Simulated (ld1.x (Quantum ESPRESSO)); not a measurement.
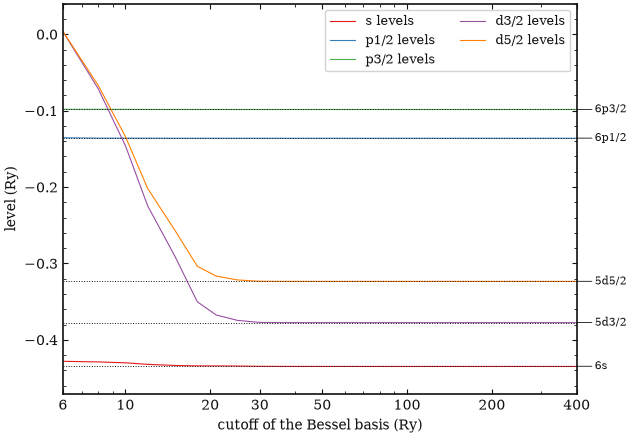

The pseudo-atom Hamiltonian at the reference potential is diagonalised in spherical Bessel functions (20 bohr box) up to the cutoff. Curves: the lowest levels of each channel that holds a bound state. Dotted lines: the all-electron valence levels.

Ld1.x (Quantum ESPRESSO) 7.5 input:

```
 &input
   title='W', zed=74., rel=2, dft='PZ', iswitch=3,
   config='[Xe] 4f14 5d4 6s2 6p0', rel_dist='average'
 /
 &inputp
   pseudotype=2, tm=.true., lloc=-1, rcloc=3.00,
   nlcc=.false.
 /
3
6S  1  0   2.00   0.00  2.30  2.30  0.0
6P  2  1   0.00   0.00  3.05  3.05  0.0
5D  3  2   4.00   0.00  2.60  2.60  0.0
 &test
   configts(1)='5d4 6s2 6p0'
 /
```

### Is there a ghost state?

No ghost state below the valence levels in the s, p1/2, p3/2, d3/2, d5/2, f channels. The curves of the valence states settle on the dotted lines.

### Read the all-electron valence levels.

6s: -0.43 Ry; 6p1/2: -0.14 Ry; 6p3/2: -0.10 Ry; 5d3/2: -0.38 Ry; 5d5/2: -0.32 Ry.
